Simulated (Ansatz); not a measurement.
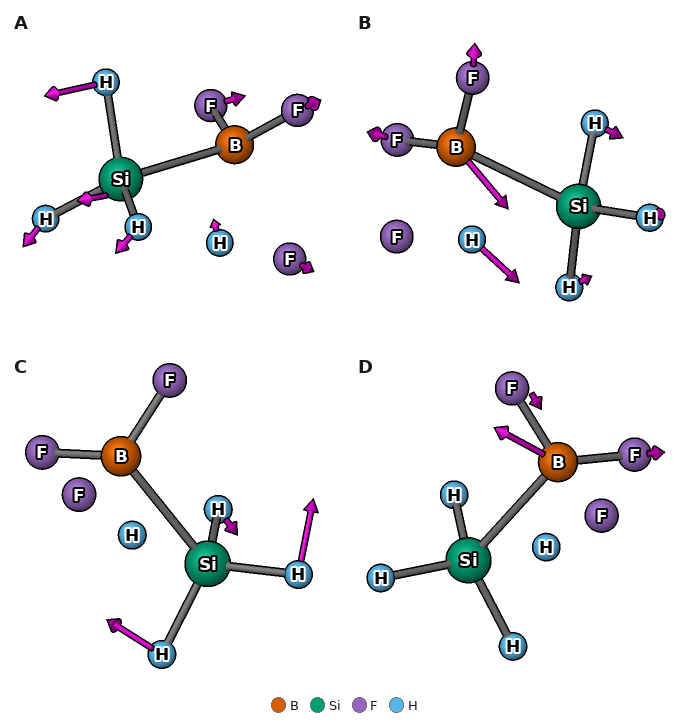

4 normal modes of one molecule or complex, as arrows. Harmonic vibrations computed with RKS PBE0-D4/def2-SVP (Ansatz 0.2.0) at a stationary point of the same level. It is a saddle point of order 1.

> Match the panels to the wavenumbers 317 cm⁻¹, 931 cm⁻¹, 1156 cm⁻¹, 1446 cm⁻¹.

A: 317 cm⁻¹
B: 1156 cm⁻¹
C: 931 cm⁻¹, H–Si–H bending
D: 1446 cm⁻¹, out-of-phase stretching of 2 B–F bonds
